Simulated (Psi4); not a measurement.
# wB97X-D/jun-cc-pVDZ (sweep point 2) run of S2O (Disulfur monoxide)

Aim: the vertical singlet–triplet gap of S2O (Disulfur monoxide) at wB97X-D/jun-cc-pVDZ (sweep point 2), from 2 runs. 

The results are computed with Psi4 1.11.

**1. The system as given**

S2O has 3 atoms, charge 0, and is taken as a singlet. As SMILES, `O=S=S`. The coordinates come from a GFN2-xTB relaxation.

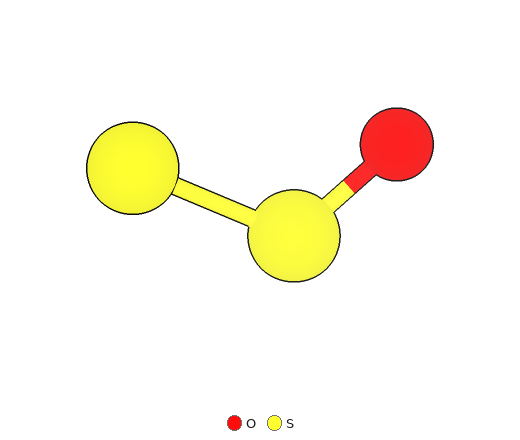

Viewed from a chosen angle; oxygen red, sulfur yellow.

**2. A single-point energy at wB97X-D/jun-cc-pVDZ (sweep point 2)**

The input, job.dat:

```
memory 1.6 GB

molecule {
  O      0.431370     1.195520     0.483120
  S      0.559470    -0.210460     0.159300
  S     -0.990830    -0.985060    -0.642420
  symmetry c1
}

set globals {
  puream true
  scf_type pk
  dft_radial_points 99
  dft_spherical_points 590
}

result = energy('wb97x-d/jun-cc-pVDZ')
```

Run with:

```sh
$ psi4 -n 1 job.dat job.out
```

job.out:

```text
[...]
  Running in c1 symmetry.
[...]
  Nuclear repulsion =  141.589658025273081
[...]
  Multiplicity = 1
[...]
  Nalpha       = 20
  Nbeta        = 20
[...]
    Number of basis functions: 62
[...]
   @RKS iter   1:  -871.38080813109070    5.23789e-02   9.85394e-03 DIIS/ADIIS
[...]
   @RKS iter   9:  -871.53672427890535   -3.04250e-08   8.35459e-07 DIIS
[...]
    Orbital Energies [Eh]
    ---------------------
    Doubly Occupied:
       1A    -89.224157     2A    -89.080599     3A    -19.325911
       4A     -8.231739     5A     -8.101797     6A     -6.179710
       7A     -6.178207     8A     -6.173500     9A     -6.050254
      10A     -6.047815    11A     -6.040842    12A     -1.220182
      13A     -0.928602    14A     -0.713999    15A     -0.561731
      16A     -0.560303    17A     -0.560166    18A     -0.398604
      19A     -0.394991    20A     -0.368940
[...]
  @RKS Final Energy:  -871.53672427890535
   => Energetics <=
    Nuclear Repulsion Energy =            141.5896580252730814
    One-Electron Energy =               -1483.6065473347337047
    Two-Electron Energy =                 514.0584567459665095
    DFT Exchange-Correlation Energy =     -43.5781784364152358
    Empirical Dispersion Energy =          -0.0001132789961295
    VV10 Nonlocal Energy =                  0.0000000000000000
    Total Energy =                       -871.5367242789053535
[...]
 Multipole Moments:
 ------------------------------------------------------------------------------------
     Multipole            Electronic (a.u.)      Nuclear  (a.u.)        Total (a.u.)
 ------------------------------------------------------------------------------------
 L = 1.  Multiply by 2.5417464519 to convert [e a0] to [Debye]
 Dipole X            :          0.3136235           -0.0058035            0.3078200
 Dipole Y            :         -0.5710323           -0.0124088           -0.5834411
 Dipole Z            :         -0.0000000           -0.0000000           -0.0000000
 Magnitude           :                                                    0.6596641
[...]
```

Wall time 24 s (1 thread of Intel Xeon Platinum 8488C (Sapphire Rapids), shared host); peak memory 0.62 GiB.

**3. The triplet, same level**

The input, job.in:

```
memory 1.6 GB

molecule m {
  0 3
  O      0.431370     1.195520     0.483120
  S      0.559470    -0.210460     0.159300
  S     -0.990830    -0.985060    -0.642420
  units angstrom
  symmetry c1
}

set {
  basis jun-cc-pVDZ
  reference uks
  puream true
  scf_type pk
  dft_radial_points 99
  dft_spherical_points 590
  maxiter 150
}

result = energy("wb97x-d")
```

Run with:

```sh
$ psi4 job.in job.out -n 1
```

job.out:

```text
[...]
  Running in c1 symmetry.
[...]
  Nuclear repulsion =  141.589658025273081
[...]
  Multiplicity = 3
[...]
  Nalpha       = 21
  Nbeta        = 19
[...]
    Number of basis functions: 62
[...]
   @UKS iter   1:  -871.31255884193286    1.20628e-01   9.78476e-03 DIIS/ADIIS
[...]
   @UKS iter  15:  -871.47278137607373   -3.87091e-08   7.25460e-07 DIIS
[...]
   @S^2 Observed:                2.008698702E+00
[...]
    Orbital Energies [Eh]
    ---------------------
    Alpha Occupied:
       1A    -89.172698     2A    -89.116322     3A    -19.302499
       4A     -8.188621     5A     -8.138487     6A     -6.137155
       7A     -6.133550     8A     -6.132310     9A     -6.092760
      10A     -6.083260    11A     -6.077343    12A     -1.208235
      13A     -0.953504    14A     -0.731595    15A     -0.567390
      16A     -0.561683    17A     -0.555113    18A     -0.431783
      19A     -0.431146    20A     -0.396131    21A     -0.301463
    Alpha Virtual:
      22A      0.039575    23A      0.068708    24A      0.083084
      25A      0.096155    26A      0.100841    27A      0.114988
[...]
  @UKS Final Energy:  -871.47278137607373
   => Energetics <=
    Nuclear Repulsion Energy =            141.5896580252730814
    One-Electron Energy =               -1483.7926229129868716
    Two-Electron Energy =                 514.3468795929547923
    DFT Exchange-Correlation Energy =     -43.6165828023187316
    Empirical Dispersion Energy =          -0.0001132789961295
    VV10 Nonlocal Energy =                  0.0000000000000000
    Total Energy =                       -871.4727813760737263
[...]
 Multipole Moments:
 ------------------------------------------------------------------------------------
     Multipole            Electronic (a.u.)      Nuclear  (a.u.)        Total (a.u.)
 ------------------------------------------------------------------------------------
 L = 1.  Multiply by 2.5417464519 to convert [e a0] to [Debye]
 Dipole X            :         -0.2015476           -0.0058035           -0.2073511
 Dipole Y            :         -0.8210743           -0.0124088           -0.8334832
 Dipole Z            :          0.0000000           -0.0000000            0.0000000
 Magnitude           :                                                    0.8588880
[...]
```

Wall time 34 s (1 thread of Intel Xeon Platinum 8488C (Sapphire Rapids), shared host); peak memory 0.62 GiB.

**4. Results**

Level: wB97X-D/jun-cc-pVDZ (sweep point 2).

| quantity | value |
| --- | --- |
| singlet: total energy | -871.53672 Eh |
| singlet: dipole moment | 1.68 D |
| singlet: HOMO energy | -10.04 eV |
| singlet: LUMO energy | -2.54 eV |
| singlet: HOMO–LUMO gap | 7.50 eV |
| singlet: dispersion energy | -0.30 kJ/mol |
| triplet: total energy | -871.47278 Eh |
| triplet: dipole moment | 2.18 D |
| triplet: HOMO energy (highest over α and β) | -8.20 eV |
| triplet: LUMO energy (lowest over α and β) | -4.19 eV |
| triplet: dispersion energy | -0.30 kJ/mol |
| triplet: ⟨S²⟩ | 2.009 |
| vertical energy of the triplet above the singlet | 1.740 eV |

**Reading.** At this shape the triplet lies 1.74 eV (40 kcal/mol) above the singlet.
